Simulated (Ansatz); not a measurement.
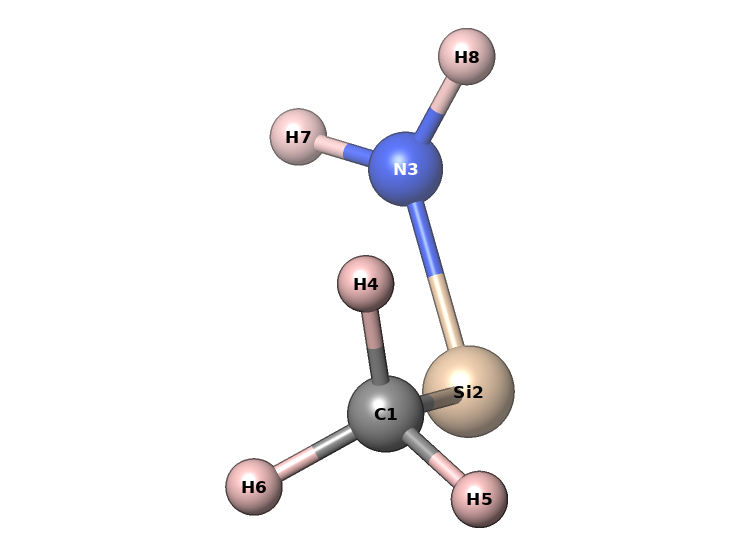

Source: calculation with Ansatz.

Si2 lies behind C1. The molecule seen a little off the C1–Si2 bond, C1 in front. Depth is shown by fading: the farther an atom, the more it takes the colour of the background. Geometry: moved along internal coordinates away from the minimum.

Q: What is the torsion angle H4–C1–Si2–N3? The sign is positive where the front bond must turn clockwise to cover the back bond.

A: −20°, synperiplanar.
